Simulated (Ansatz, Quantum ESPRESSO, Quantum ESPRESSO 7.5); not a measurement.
**Work function of Na(110), 5 layers**

Wanted: work functions and the surface dipole of Na(110), 5 layers at several levels, with their cost.

Main program and level: Quantum ESPRESSO 7.5; plane-wave DFT, PBE, GBRV ultrasoft pseudopotentials (geometry and cross-check by Ansatz 0.2.0 with PAW datasets; geometry under PBE).

The experiments to compare with:

For Na (polycrystalline sample, no single face), “Anisotropic work function of elemental crystals” (2019, arxiv:1902.07811) quotes earlier work: work function, loosely compared (polycrystalline sample, no single face) 2.75 eV.

**1. The starting structure**

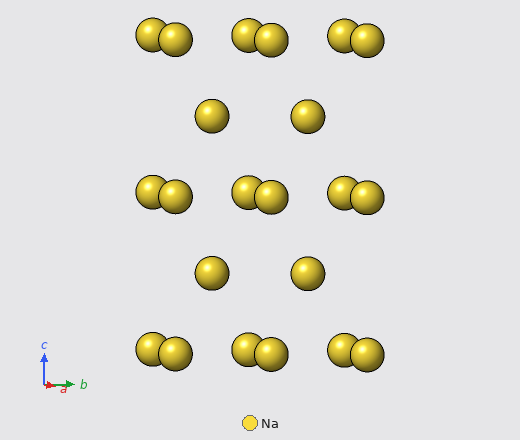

The starting structure, seen from the side, with the c axis up (sodium yellow). 1×2×1 cells are drawn. Some periodic images of atoms are drawn too.

The cell holds 5 atoms: 5 Na. Cell: a = 3.663 Å, b = 3.663 Å, c = 27.964 Å, α = 90.0°, β = 90.0°, γ = 70.5°. It derives from Na. Vacuum lies along c.

**2. Geometry from Ansatz**

The geometry comes first, from a plane-wave PAW code, so that the later runs on this slab share one structure.

Contents of input.yaml:

```yaml
crystal:
  lattice:
    - [2.9910616844, -2.115, 0.0]
    - [2.9910616844, 2.115, 0.0]
    - [0.0, 0.0, 27.9642467377]
  atoms:
    - { symbol: Na, position: [0.0, 0.0, 0.2860795814] }
    - { symbol: Na, position: [0.5, 0.5, 0.3930397907] }
    - { symbol: Na, position: [0.0, 0.0, 0.5] }
    - { symbol: Na, position: [0.5, 0.5, 0.6069602093] }
    - { symbol: Na, position: [0.0, 0.0, 0.7139204186] }
kpoints:
  mp_grid: { grid: [8, 8, 1] }
hamiltonian:
  xc: pbe
scf:
  occupations: { method: fermi_dirac, width: 0.1 }
  convergence: { dr2_threshold: 1.0e-08 }
efield:
  axis: 3
  dipole_correction: true
  ramp_position: 0.97
  ramp_width: 0.04
relax:
  f_tol: 0.01
  constraints: [{ sites: [2] }]
output:
  write_potential: true
  write_density: true
  volumetric_format: npy
```

On the command line:

```bash
$ ansatz run input.yaml --threads 4 --pin off --max-ram 8192MiB --backend cpu --events-out ev --progress --plain --runs-dir out
```

Numbers of over 12 decimals in the logs are rounded to 6 here.

Log:

```text
Engine: ansatz 0.2.0, aarch64-unknown-linux-gnu
Pseudopotentials: kind: paw
Pseudopotential: Na, paw, valence charge 9, recommended cutoff 420 eV (normal), Na.paw.azcp
Functional definition: PBE
  parameter kappa = 0.804
  parameter beta = 0.066725
  exchange = pbe_x(kappa = kappa, mu = beta*pi^2/3)
  correlation = pbe_c(beta = beta)
Crystal: 5 atoms, lattice volume = 353.809 Å³
Basis set: ecut = 420 eV, 6855 PW (Γ), exchange–correlation on 50×50×384 points (8 copies of the dense FFT grid, shifted against one another)
Bands: 28, of which v1, the nominal top of the filled ones, is band 23 counted from 1 (22 counted from 0)
Symmetry: 4 space group operations
k-points: 21 of 64
Non-local potential: Na, projectors of the file, l = 0: 3, l = 1: 2, l = 2: 1
PAW form: soft (Blöchl's): semilocal exchange-correlation on the pseudo side does not see the compensation charge
PAW one-centre angular grid: Na, 110 points (default); XC on 64 Gauss nodes
Initial density: superposition of atomic densities (neutral atoms: chi_scale 0, normalization atom), corrected by the library's trained network
Initial wavefunctions: pseudopotential atomic-orbital guess
Functional: x = pbe(κ = 0.804, μ = 0.219515), c = pbe(β = 0.066725)
SCF iter   1: F=—  HF=-7431.834645 eV  |F-HF|=—  |Δ(HF+E_count)|=         —  Δρ=2.08e-3  dr2=8.25e-1  ethr=1.77e-3  p=-0.000 e·Å  D=-8.52e-5 V/Å  ΔV_dip=0.00 eV  dr2_dipole=6.41e-6  V_vac-E_F(+/−)=3.03/3.03 eV  ⟨swp⟩=8.0  Hψ=2740  notcnv=0
efield: sawtooth ramp at fractional position 0.9700 (set: `efield.ramp_position`, or a place that a band, a saddle search or an elastic batch's reference lends), width 0.0400; the density the first Hamiltonian is built on has a dipole p = -0.000 e·Å; the dipole correction subtracts the counter field D = -8.52e-5 V/Å, which shifts the + side's vacuum level by +0.00 eV against the − side's; the planar-averaged density in the ramp window peaks in size at 2.2e-5 e/Å³
preconditioner: auto → LDOS  [metal: Δε(μ)=0.093 eV  Ē_g=3.066 eV  σ=0.100 eV  W_gap=0.22  n_scr=36 (ndim 8)  ℏωp=4.4 eV  f_vac=0.430  D(μ)=2.63/eV (n_scr^D=10)  β→1.0]
SCF iter   2: F=—  HF=-7431.782047 eV  |F-HF|=—  |Δ(HF+E_count)|=   5.26e-2  Δρ=5.13e-4  dr2=1.36e-3  ethr=1.77e-3  p=0.000 e·Å  D=1.25e-5 V/Å  ΔV_dip=-0.00 eV  dr2_dipole=3.54e-7  V_vac-E_F(+/−)=2.86/2.86 eV  ⟨swp⟩=1.6  Hψ=774  notcnv=0
SCF iter   3: F=—  HF=-7431.782350 eV  |F-HF|=—  |Δ(HF+E_count)|=   3.04e-4  Δρ=3.05e-4  dr2=4.44e-4  ethr=3.02e-6  p=0.000 e·Å  D=8.80e-6 V/Å  ΔV_dip=-0.00 eV  dr2_dipole=9.07e-9  V_vac-E_F(+/−)=2.86/2.86 eV  ⟨swp⟩=2.0  Hψ=1071  notcnv=0
SCF iter   4: F=—  HF=-7431.782255 eV  |F-HF|=—  |Δ(HF+E_count)|=   9.55e-5  Δρ=1.01e-4  dr2=3.08e-5  ethr=9.86e-7  p=0.000 e·Å  D=1.04e-5 V/Å  ΔV_dip=-0.00 eV  dr2_dipole=2.01e-11  V_vac-E_F(+/−)=2.86/2.86 eV  ⟨swp⟩=2.0  Hψ=1008  notcnv=0
SCF iter   5: F=—  HF=-7431.782231 eV  |F-HF|=—  |Δ(HF+E_count)|=   2.35e-5  Δρ=1.67e-5  dr2=3.23e-6  ethr=6.85e-8  p=0.000 e·Å  D=1.04e-5 V/Å  ΔV_dip=-0.00 eV  dr2_dipole=1.04e-11  V_vac-E_F(+/−)=2.86/2.86 eV  ⟨swp⟩=2.0  Hψ=1064  notcnv=0
SCF iter   6: F=—  HF=-7431.782294 eV  |F-HF|=—  |Δ(HF+E_count)|=   6.28e-5  Δρ=2.42e-6  dr2=1.12e-7  ethr=7.18e-9  p=0.000 e·Å  D=1.03e-5 V/Å  ΔV_dip=-0.00 eV  dr2_dipole=2.66e-13  V_vac-E_F(+/−)=2.86/2.86 eV  ⟨swp⟩=1.9  Hψ=653  notcnv=0
SCF iter   7: F=-7431.782294 eV  HF=-7431.782294 eV  |F-HF|=2.46e-9  |Δ(HF+E_count)|=   8.60e-9  Δρ=5.71e-7  dr2=7.43e-9  ethr=2.22e-11  p=0.000 e·Å  D=1.04e-5 V/Å  ΔV_dip=-0.00 eV  dr2_dipole=3.54e-16  V_vac-E_F(+/−)=2.86/2.86 eV  ⟨swp⟩=7.9  Hψ=3201  notcnv=0
SCF 1 converged in 7 iterations: F = -7431.782294 eV  dr2 = 7.43e-9
  greatest PAW one-centre occupation: 0.999 electrons in one spin orbital (limit 2), on the Na atom at site 0 (counted from 0), in its partial waves of l = 0
relax step   1: F+E_penalty+E_count = -7431.78229420 eV  Δ(F+E_penalty+E_count) = +0.000e0 eV  max|allowed force component| = 2.477e-2 eV/Å  Δτ_max = 0.0000 Å  (7 SCF iters, accepted)
Initial density: handed on by an earlier stage of this run
Initial wavefunctions: those handed on with the density
iter 1 solved again at ethr=2.77e-6 eV; its pass at ethr=3.10e-3 eV (dr2=1.24e-3 eV) is discarded
SCF iter   1: F=—  HF=-7431.783285 eV  |F-HF|=—  |Δ(HF+E_count)|=         —  Δρ=9.75e-5  dr2=1.05e-3  ethr=2.77e-6  p=0.000 e·Å  D=1.01e-5 V/Å  ΔV_dip=-0.00 eV  dr2_dipole=6.17e-11  V_vac-E_F(+/−)=2.86/2.86 eV  ⟨swp⟩=2.0  Hψ=1918  notcnv=0
efield: sawtooth ramp at fractional position 0.9700 (set: `efield.ramp_position`, or a place that a band, a saddle search or an elastic batch's reference lends), width 0.0400; the density the first Hamiltonian is built on has a dipole p = 0.000 e·Å; the dipole correction subtracts the counter field D = 1.01e-5 V/Å, which shifts the + side's vacuum level by -0.00 eV against the − side's; the planar-averaged density in the ramp window peaks in size at 1.6e-5 e/Å³
preconditioner: auto → LDOS  [metal: Δε(μ)=0.020 eV  Ē_g=3.001 eV  σ=0.100 eV  W_gap=0.05  n_scr=36 (ndim 8)  ℏωp=4.4 eV  f_vac=0.433  D(μ)=2.69/eV (n_scr^D=10)  β→1.0]
SCF iter   2: F=—  HF=-7431.783219 eV  |F-HF|=—  |Δ(HF+E_count)|=   6.61e-5  Δρ=2.29e-5  dr2=8.78e-6  ethr=2.34e-6  p=0.000 e·Å  D=9.38e-6 V/Å  ΔV_dip=-0.00 eV  dr2_dipole=5.13e-10  V_vac-E_F(+/−)=2.85/2.85 eV  ⟨swp⟩=1.1  Hψ=590  notcnv=0
SCF iter   3: F=—  HF=-7431.783263 eV  |F-HF|=—  |Δ(HF+E_count)|=   4.39e-5  Δρ=8.41e-6  dr2=8.89e-7  ethr=1.95e-8  p=0.000 e·Å  D=9.68e-6 V/Å  ΔV_dip=-0.00 eV  dr2_dipole=1.48e-12  V_vac-E_F(+/−)=2.85/2.85 eV  ⟨swp⟩=1.8  Hψ=643  notcnv=0
SCF iter   4: F=—  HF=-7431.783263 eV  |F-HF|=—  |Δ(HF+E_count)|=   1.08e-7  Δρ=5.40e-6  dr2=9.30e-8  ethr=1.98e-9  p=0.000 e·Å  D=9.85e-6 V/Å  ΔV_dip=-0.00 eV  dr2_dipole=4.33e-13  V_vac-E_F(+/−)=2.85/2.85 eV  ⟨swp⟩=2.3  Hψ=949  notcnv=0
SCF iter   5: F=—  HF=-7431.783263 eV  |F-HF|=—  |Δ(HF+E_count)|=   2.27e-8  Δρ=1.37e-6  dr2=2.05e-8  ethr=2.22e-11  p=0.000 e·Å  D=9.87e-6 V/Å  ΔV_dip=-0.00 eV  dr2_dipole=7.54e-15  V_vac-E_F(+/−)=2.85/2.85 eV  ⟨swp⟩=7.7  Hψ=3461  notcnv=0
SCF iter   6: F=-7431.783263 eV  HF=-7431.783263 eV  |F-HF|=4.21e-10  |Δ(HF+E_count)|=   1.06e-9  Δρ=2.24e-7  dr2=1.21e-9  ethr=2.22e-11  p=0.000 e·Å  D=9.87e-6 V/Å  ΔV_dip=-0.00 eV  dr2_dipole=5.61e-15  V_vac-E_F(+/−)=2.85/2.85 eV  ⟨swp⟩=6.8  Hψ=3039  notcnv=0
SCF 2 converged in 6 iterations: F = -7431.783263 eV  dr2 = 1.21e-9
  greatest PAW one-centre occupation: 0.999 electrons in one spin orbital (limit 2), on the Na atom at site 4 (counted from 0), in its partial waves of l = 0
[...]
preconditioner: auto → LDOS  [metal: Δε(μ)=0.014 eV  Ē_g=3.033 eV  σ=0.100 eV  W_gap=0.03  n_scr=36 (ndim 8)  ℏωp=4.4 eV  f_vac=0.439  D(μ)=2.74/eV (n_scr^D=10)  β→1.0]
SCF iter   2: F=—  HF=-7431.785092 eV  |F-HF|=—  |Δ(HF+E_count)|=   3.52e-4  Δρ=1.02e-4  dr2=7.96e-4  ethr=3.02e-5  p=0.000 e·Å  D=4.25e-6 V/Å  ΔV_dip=-0.00 eV  dr2_dipole=6.94e-9  V_vac-E_F(+/−)=2.83/2.83 eV  ⟨swp⟩=1.0  Hψ=756  notcnv=0
SCF iter   3: F=—  HF=-7431.785061 eV  |F-HF|=—  |Δ(HF+E_count)|=   3.11e-5  Δρ=3.57e-5  dr2=2.41e-5  ethr=1.77e-6  p=0.000 e·Å  D=6.35e-6 V/Å  ΔV_dip=-0.00 eV  dr2_dipole=2.46e-10  V_vac-E_F(+/−)=2.83/2.83 eV  ⟨swp⟩=1.1  Hψ=591  notcnv=0
SCF iter   4: F=—  HF=-7431.785040 eV  |F-HF|=—  |Δ(HF+E_count)|=   2.14e-5  Δρ=1.23e-5  dr2=8.53e-7  ethr=5.35e-8  p=0.000 e·Å  D=7.30e-6 V/Å  ΔV_dip=-0.00 eV  dr2_dipole=1.33e-11  V_vac-E_F(+/−)=2.84/2.84 eV  ⟨swp⟩=1.9  Hψ=653  notcnv=0
SCF iter   5: F=—  HF=-7431.785101 eV  |F-HF|=—  |Δ(HF+E_count)|=   6.13e-5  Δρ=5.51e-6  dr2=1.70e-7  ethr=1.90e-9  p=0.000 e·Å  D=7.36e-6 V/Å  ΔV_dip=-0.00 eV  dr2_dipole=3.56e-12  V_vac-E_F(+/−)=2.84/2.84 eV  ⟨swp⟩=2.0  Hψ=1032  notcnv=0
SCF iter   6: F=—  HF=-7431.785101 eV  |F-HF|=—  |Δ(HF+E_count)|=   2.38e-8  Δρ=1.42e-6  dr2=1.88e-8  ethr=3.78e-10  p=0.000 e·Å  D=7.38e-6 V/Å  ΔV_dip=-0.00 eV  dr2_dipole=1.99e-13  V_vac-E_F(+/−)=2.84/2.84 eV  ⟨swp⟩=2.0  Hψ=964  notcnv=0
SCF iter   7: F=-7431.785101 eV  HF=-7431.785101 eV  |F-HF|=2.57e-9  |Δ(HF+E_count)|=   2.65e-9  Δρ=2.14e-7  dr2=4.24e-9  ethr=2.22e-11  p=0.000 e·Å  D=7.40e-6 V/Å  ΔV_dip=-0.00 eV  dr2_dipole=2.92e-14  V_vac-E_F(+/−)=2.84/2.84 eV  ⟨swp⟩=7.1  Hψ=3082  notcnv=0
SCF 3 converged in 7 iterations: F = -7431.785101 eV  dr2 = 4.24e-9
relax step   3: F+E_penalty+E_count = -7431.78510115 eV  Δ(F+E_penalty+E_count) = -1.839e-3 eV  max|allowed force component| = 5.143e-3 eV/Å  Δτ_max = 0.0730 Å  (7 SCF iters, accepted)
SCF iter   1: F=—  HF=-7431.785489 eV  |F-HF|=—  |Δ(HF+E_count)|=         —  Δρ=2.06e-4  dr2=5.76e-3  ethr=1.43e-4  p=0.000 e·Å  D=4.99e-6 V/Å  ΔV_dip=-0.00 eV  dr2_dipole=3.99e-9  V_vac-E_F(+/−)=2.84/2.84 eV  ⟨swp⟩=3.3  Hψ=1274  notcnv=0
efield: sawtooth ramp at fractional position 0.9700 (set: `efield.ramp_position`, or a place that a band, a saddle search or an elastic batch's reference lends), width 0.0400; the density the first Hamiltonian is built on has a dipole p = 0.000 e·Å; the dipole correction subtracts the counter field D = 4.99e-6 V/Å, which shifts the + side's vacuum level by -0.00 eV against the − side's; the planar-averaged density in the ramp window peaks in size at 4.7e-6 e/Å³
preconditioner: auto → LDOS  [metal: Δε(μ)=0.034 eV  Ē_g=3.039 eV  σ=0.100 eV  W_gap=0.08  n_scr=36 (ndim 8)  ℏωp=4.4 eV  f_vac=0.443  D(μ)=2.74/eV (n_scr^D=10)  β→1.0]
SCF iter   2: F=—  HF=-7431.785268 eV  |F-HF|=—  |Δ(HF+E_count)|=   2.21e-4  Δρ=4.83e-5  dr2=3.20e-5  ethr=1.28e-5  p=0.000 e·Å  D=4.35e-6 V/Å  ΔV_dip=-0.00 eV  dr2_dipole=1.60e-9  V_vac-E_F(+/−)=2.83/2.83 eV  ⟨swp⟩=1.0  Hψ=756  notcnv=0
SCF iter   3: F=—  HF=-7431.785270 eV  |F-HF|=—  |Δ(HF+E_count)|=   1.82e-6  Δρ=1.87e-5  dr2=3.86e-6  ethr=7.11e-8  p=0.000 e·Å  D=5.45e-6 V/Å  ΔV_dip=-0.00 eV  dr2_dipole=1.33e-12  V_vac-E_F(+/−)=2.83/2.83 eV  ⟨swp⟩=2.7  Hψ=921  notcnv=0
SCF iter   4: F=—  HF=-7431.785330 eV  |F-HF|=—  |Δ(HF+E_count)|=   6.05e-5  Δρ=1.19e-5  dr2=3.83e-7  ethr=8.58e-9  p=0.000 e·Å  D=5.73e-6 V/Å  ΔV_dip=-0.00 eV  dr2_dipole=1.17e-12  V_vac-E_F(+/−)=2.83/2.83 eV  ⟨swp⟩=2.0  Hψ=861  notcnv=0
SCF iter   5: F=—  HF=-7431.785330 eV  |F-HF|=—  |Δ(HF+E_count)|=   1.48e-7  Δρ=2.82e-6  dr2=6.30e-8  ethr=8.51e-10  p=0.000 e·Å  D=5.78e-6 V/Å  ΔV_dip=-0.00 eV  dr2_dipole=1.49e-12  V_vac-E_F(+/−)=2.83/2.83 eV  ⟨swp⟩=2.0  Hψ=1027  notcnv=0
SCF iter   6: F=-7431.785330 eV  HF=-7431.785330 eV  |F-HF|=2.61e-9  |Δ(HF+E_count)|=   4.75e-9  Δρ=5.04e-7  dr2=4.61e-9  ethr=2.22e-11  p=0.000 e·Å  D=5.79e-6 V/Å  ΔV_dip=-0.00 eV  dr2_dipole=4.63e-14  V_vac-E_F(+/−)=2.83/2.83 eV  ⟨swp⟩=5.4  Hψ=3376  notcnv=0
SCF 4 converged in 6 iterations: F = -7431.785330 eV  dr2 = 4.61e-9
relax step   4: F+E_penalty+E_count = -7431.78533034 eV  Δ(F+E_penalty+E_count) = -2.292e-4 eV  max|allowed force component| = 4.014e-3 eV/Å  Δτ_max = 0.0432 Å  (6 SCF iters, accepted)
NSCF: frozen V_eff on 21 k-points
the band table was solved once a step of the walk had ended and its energy, with any forces and stress, was formed, with the checks that follow a solve (2782 applications of the Hamiltonian). They found nothing against the state; the energy, forces and stress were not computed again (output.eigenvalues in the input reference)
WARN: The output density's exchange-correlation potential varies sharply where the density is thin. Do not read a vacuum level from v_tot or v_xc, or from such a field of the output density. On a cell that repeats whose density bears no net charge and no dipole along the vacuum's axis use v_es (v_loc + v_h of the components); under efield.dipole_correction with no amplitude use v_es + v_field, which holds any externa [...]
SCF converged after 6 iterations
Free energy (F): -7431.785330 eV
Harris-Foulkes:  -7431.785330 eV  (|F-HF|=2.61e-9)
Internal energy: -7431.696850 eV  (E = F + TS)
E sigma→0 (E₀):  -7431.741090 eV
Entropy (-TS):   -0.088480 eV (-17.696 meV/atom)
Fermi energy:    -0.362671 eV
Dipole field:    D = 0.000006 V/Å  (p = 0.000012 e·Å, saw-weighted, corrected)
Work function:   Φ+ = 2.8302 eV   Φ− = 2.8304 eV
Levels:          The Fermi level and band energies are counted from a zero that moves with the ramp; work functions are not
--- Per-component energies (eV) ---
  E_band       = -1304.253930
  E_kinetic    = 600.481695
  E_local      = -23189.133436  (includes V_loc(G=0)·N_el)
  E_nonlocal   = 575.459510
  E_hartree    = 10577.174290
  E_xc         = -191.267251
  E_vxc        = -245.730049  (∫ρ·V_xc dr)
  E_paw        = -1315.844126  (= ΣΔE_a)
  E_vpaw       = -199.688091  (= ΣTr[D̂ρ^β])
  E_aug_tail   = -0.000162  (compensation charges beyond the density's cutoff)
  E_efield     = 0.000000  (sawtooth field / dipole correction)
  E_vefield    = -0.000076  (∫n·V_field dr)
  E_ewald      = 5511.432629
  E_smearing   = -0.088480  (= −TS)
  E_closure    = 0.000000  (closes the sum)
  Σ components = -7431.785330   (vs F -7431.785330, Δ=0.00e0)
--- Forces (eV/Å), atoms counted from 1 ---
  atom   1  Na     0.00000000     0.00000000     0.00115249
  atom   2  Na     0.00000000     0.00000000    -0.00401421
  atom   3  Na     0.00000000     0.00000000     0.00000010
  atom   4  Na     0.00000000     0.00000000     0.00401390
  atom   5  Na     0.00000000     0.00000000    -0.00115231
  max |Σ_I F_I| component: 2.03e-8 eV/Å
--- Band table (eV; the first three rows and the last of 21) ---
  k-point 0: bands = [... 19 lower, -25.2606, -3.5271, -3.1468, -2.4807, -1.5831, -0.5239, 0.4003, 1.6079, ... 1 higher]
  k-point 1: bands = [... 19 lower, -25.2622, -3.3243, -2.9453, -2.2810, -1.3856, -0.3296, 0.5857, 1.8002, ... 1 higher]
  k-point 2: bands = [... 19 lower, -25.2638, -2.7207, -2.3451, -1.6862, -0.7981, 0.2474, 1.1427, 2.3327, ... 1 higher]
  k-point 20: bands = [... 19 lower, -25.2707, 0.4364, 0.7738, 0.9072, 1.2897, 1.3844, 1.9386, 2.2347, ... 1 higher]
--- Relaxed structure (4 steps of the walk, 4 accepted, 0 SCFs on fresh bases) ---
  F+E_penalty+E_count = -7431.78533034 eV   max|allowed force component| = 4.014e-3 eV/Å
  atoms:
    - { symbol: Na, position: [0.0, 0.0, 0.291096] }
    - { symbol: Na, position: [0.5, 0.5, 0.395429] }
    - { symbol: Na, position: [0.0, 0.0, 0.500000] }
    - { symbol: Na, position: [0.5, 0.5, 0.604571] }
    - { symbol: Na, position: [0.0, 0.0, 0.708904] }
```

Wall time 13 s (4 threads of Arm Neoverse V2, shared host); peak memory 0.6 GiB.

The steps of the relaxation:

```csv
step,energy less that of the first step (eV),largest force component (eV/Å)
1,0.0000,0.0248
2,-0.0010,0.0210
3,-0.0028,0.0051
4,-0.0030,0.0040
```

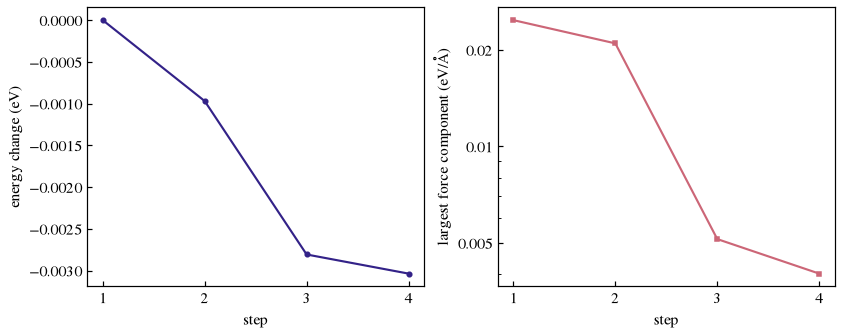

Energy and largest force along the relaxation.

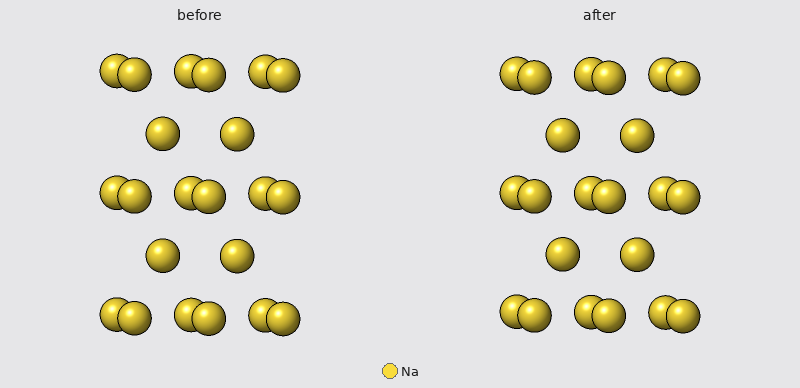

The structure before and after the relaxation, drawn at the same scale.

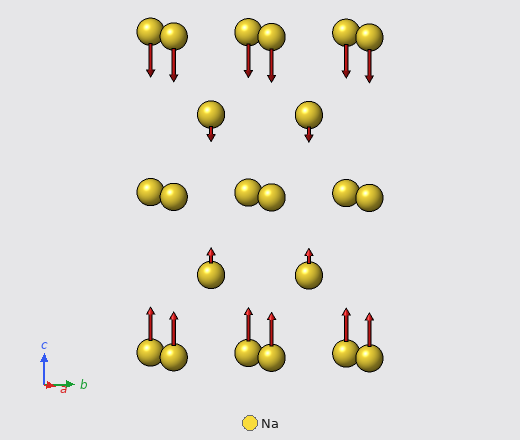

Displacements in the relaxation, exaggerated; the longest in the cell stands for 0.14 Å. 1×2×1 cells are drawn. Some periodic images of atoms are drawn too.

The atoms that moved most (Å):

```csv
atom,dx,dy,dz,length
Na1,0.000,0.000,0.140,0.140
Na5,0.000,0.000,-0.140,0.140
Na2,0.000,0.000,0.067,0.067
Na4,0.000,0.000,-0.067,0.067
```

 Held were the atoms numbered 3; the forces quoted are those on the free ones.

Read from the output:

| Quantity | Value |
| --- | --- |
| free energy | -7431.7853 eV |
| energy at zero smearing | -7431.7411 eV |
| smearing term TS | 0.08848 eV |
| Fermi energy | -0.3627 eV |
| symmetry operations | 4 |
| work function of the upper face | 2.830 eV |
| work function of the lower face | 2.830 eV |
| dipole along the normal | 1.18e-5 e·Å |

[end of part 1 of 5]

[Logs are printed without paths, hosts, clocks, repeated set-up lines and the standing remarks that a program may print on its own settings, such as how far it seeks lower states.]

[Hosts, paths, dates, database ids (printed as entryN), source tags and the programs' standing remarks are cut or masked in the printed files.]

[Maps of the electrostatic potential energy from Ansatz leave out the sawtooth potential of an applied field or a dipole correction, so their vacuum need not be flat; planar profiles and work functions include it.]
